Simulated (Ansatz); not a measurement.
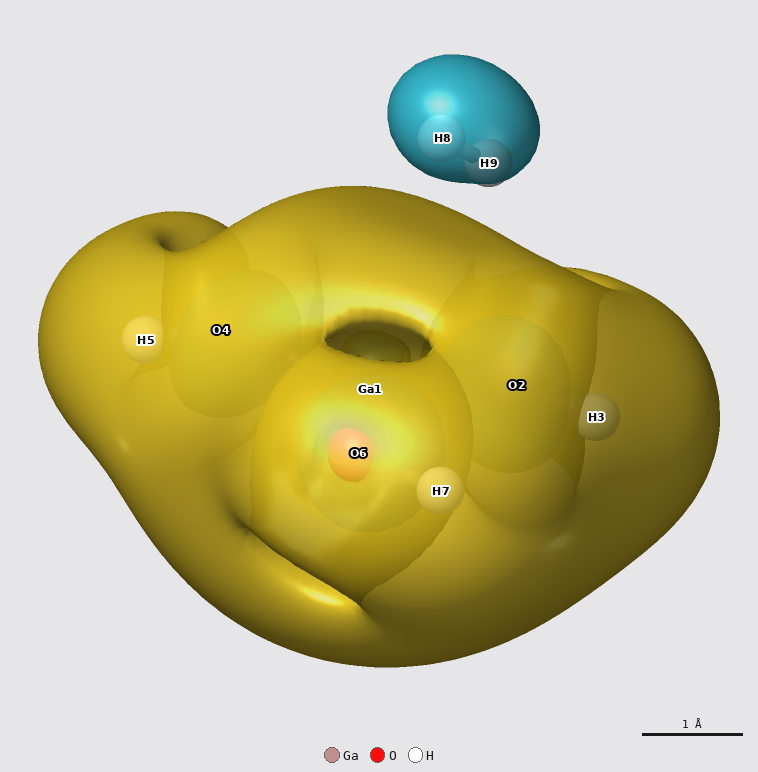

GaH3O3···H2. One frontier orbital at ±0.05 Å⁻³ᐟ² (yellow and cyan are the two phases), seen at a tilt.

These are results of RKS r2SCAN/def2-SVP in Ansatz 0.2.0, not measurements.

```csv
atom,x (Å),y (Å),z (Å)
Ga,0.0565,-0.4311,0.2511
O,-0.0788,-0.5325,2.0237
H,-0.9865,-0.5010,2.3503
O,1.6931,-0.4660,-0.4238
H,1.6796,-0.4534,-1.3896
O,-1.3110,-0.3746,-0.8943
H,-2.1833,-0.4333,-0.4855
H,0.0757,2.3060,0.5568
H,0.0841,1.9499,1.2299
```

Which orbital is it: HOMO or LUMO?

The LUMO, at −1.06 eV. By Hirshfeld shares it lies mainly on Ga1 (about 45 %), O6 (about 15 %), O2 (about 15 %) and O4 (about 10 %).
